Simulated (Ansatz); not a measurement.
AlSi2H9O2: several calculations on one system

Part 1: Relaxation

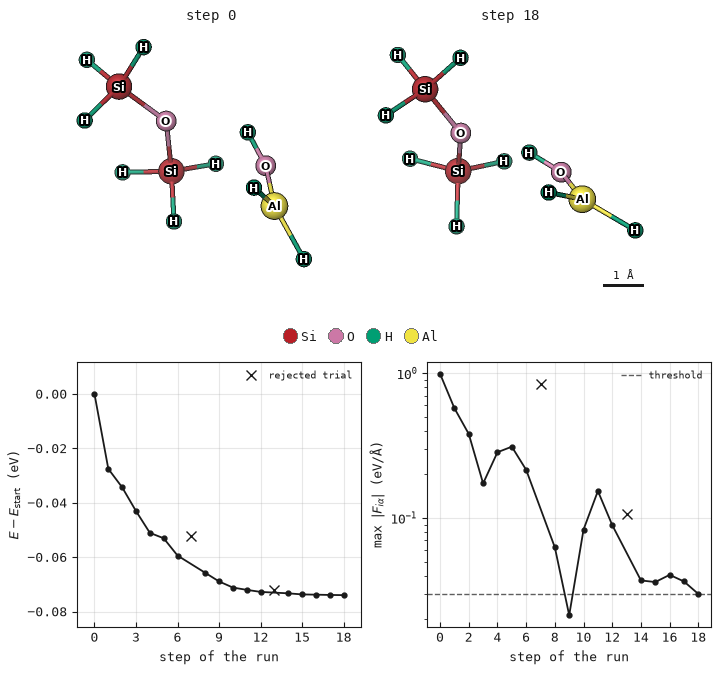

First and last geometry of a relaxation of AlSi2H9O2, with the history of the run. Style: ball-and-stick. Shown from a free direction.

The run prepares an end point of a later path (reaction) calculation, from a guessed geometry.

Theory: RKS BHLYP/6-31G* in Ansatz 0.2.0. Settings: no spin polarisation; force threshold 0.03 eV/Å; at most 50 steps.

> What do the curves and the structures tell?

It converged. The atom that moves furthest after the best rigid fit is an H atom (1.24 Å). By element the largest moves are H 1.24 Å, Si 0.46 Å, Al 0.45 Å, O 0.33 Å. Among the contacts that change: H–O 0.978 → 0.959 Å, O–Si 1.669 → 1.656 Å, Al–O 1.708 → 1.696 Å, H–Si 1.484 → 1.478 Å. Bond angles that change, for instance: Al–O–H 117.9° → 123.0°, Si–O–Si 137.5° → 140.1°, H–Si–H 106.7° → 109.1°. Groups turn about O–Si by about 20°. After 16 accepted moves (18 points after the start) the energy has fallen by 0.074 eV. Largest force component: 0.99 eV/Å at the start, 0.03 eV/Å at the end. The line search rejected the trial steps at points 7, 13 of the run. The forces were under the threshold at step 9, but the run went on from there. The run took 74 s on 2 threads of Arm Neoverse V1, with other jobs on the host, peak memory 0.25 GiB.

Limits of the set-up: the start holds two separate molecules, 2.2 Å apart at their closest, whose relative position is a soft coordinate and is computed without a dispersion correction.

Part 2: Relaxation

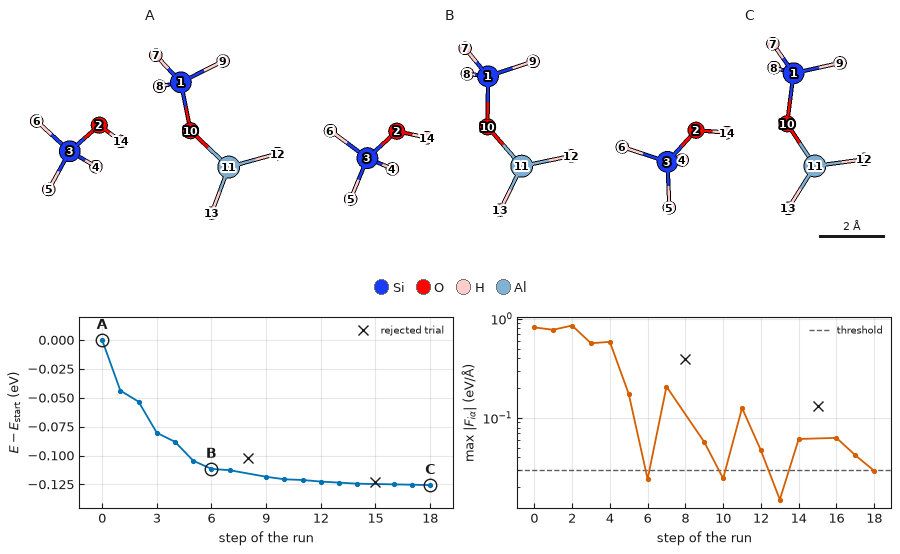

Frames of a relaxation of AlSi$_{2}$H$_{9}$O$_{2}$, marked on the history of the run. The picture is a ball-and-stick view, seen at a tilt.

The run prepares an end point of a later path (reaction) calculation, from a guessed geometry.

These are results of RKS BHLYP/6-31G* in Ansatz 0.2.0, not measurements. Set-up: no spin polarisation; force threshold 0.03 eV/Å; at most 50 steps.

What happens along the run?

Over 16 accepted moves (18 points after the start) the energy falls by 0.126 eV. Largest force component: 0.82 eV/Å at the start, 0.029 eV/Å at the end. The line search rejected the trial steps at points 8, 15 of the run. The forces were under the threshold at step 6, but the run went on from there. The largest move after the best rigid fit is that of H6, 1.14 Å. By element the largest moves are H 1.14 Å, Si 0.49 Å, Al 0.43 Å, O 0.32 Å. Some distances before and after: O2–H14 0.977 → 0.964 Å, Si1–O10 1.665 → 1.653 Å, O10–Al11 1.699 → 1.711 Å, O2–Si3 1.649 → 1.642 Å. Bond angles that change, for instance: Si1–O10–Al11 146.2° → 141.6°, H9–Si1–O10 107.6° → 109.7°. Cost: 77 s on 2 threads of Arm Neoverse V1, on a shared host, peak memory 0.25 GiB. From step 0 to 6: H8 moves most (0.45 Å), energy −0.112 eV. From step 6 to 18: H6 moves most (0.74 Å), energy −0.014 eV.

Limits of the set-up: the start holds two separate molecules, 2.2 Å apart at their closest, whose relative position is a soft coordinate and is computed without a dispersion correction.

Part 3: Path

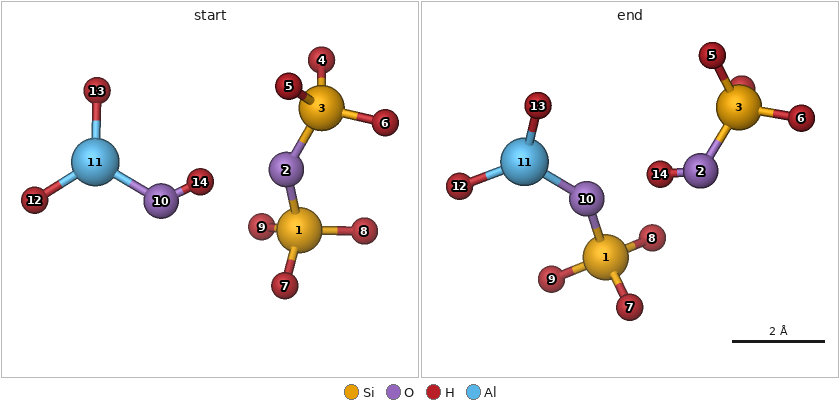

The two relaxed end points of a path for AlSi$_{2}$H$_{9}$O$_{2}$. Style: ball-and-stick. Shown at a tilt.

Level of theory: Ansatz, RKS BHLYP/6-31G*.

Settings: 5 movable images; climbing image; force threshold 0.05 eV/Å; iteration limit 60.

Start:
```xyz
14

Si   -0.3635    0.5219    0.0479
O    -0.5746   -0.2502    1.4982
Si   -1.4172   -0.0875    2.9071
H    -2.7969   -0.5811    2.7397
H    -0.7318   -0.8853    3.9374
H    -1.4595    1.3295    3.3171
H     1.0669    0.7792   -0.1675
H    -1.0969    1.8044    0.0780
H    -0.9031   -0.3169   -1.0350
O     1.1627   -2.4289    0.8013
Al    0.9227   -4.1073    0.7791
H     1.9566   -4.9626   -0.0399
H    -0.2980   -4.7399    1.5589
H     0.5831   -1.8246    1.2689
```

End:
```xyz
14

Si    0.2463   -0.4676   -0.8392
O    -0.1548   -0.1549    2.6551
Si   -1.4682   -0.2402    3.6372
H    -2.7404   -0.2295    2.8745
H    -1.4707   -1.4651    4.4729
H    -1.4246    0.9370    4.5235
H     1.3487    0.4721   -0.5722
H    -1.0397    0.2493   -0.8018
H     0.4314   -1.0559   -2.1824
O     0.2378   -1.6665    0.2981
Al    0.6196   -3.3219    0.5045
H     1.1599   -4.1158   -0.7400
H     0.3819   -3.9117    1.9370
H    -0.0768   -0.7786    1.9242
```

What barrier does the band find between them, and by what path?

Answer. Forward barrier 1.32 eV, backward barrier 1.42 eV, with image 3 at the top; the reaction energy is −0.10 eV. Breaking: O10–H14 (0.96 → 1.10 at the top → 1.88 Å), Si1–O2 (1.66 → 1.97 at the top → 3.53 Å). Forming: O2–H14 (1.97 → 1.32 at the top → 0.96 Å), Si1–O10 (3.41 → 1.82 at the top → 1.65 Å). The band is converged.

Energies of the converged images:

```
image  path (Å)  E (eV)
    0      0.00   0.000
    1      1.80   0.002
    2      3.59   0.169
    3      5.39   1.316
    4      6.80  -0.021
    5      8.21  -0.093
    6      9.63  -0.103
```

The geometry at the top of the path:

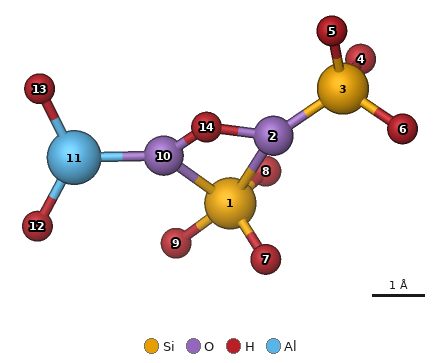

Cost: 12 min on 2 threads of Arm Neoverse V1, with other jobs on the host, peak memory 0.25 GiB.
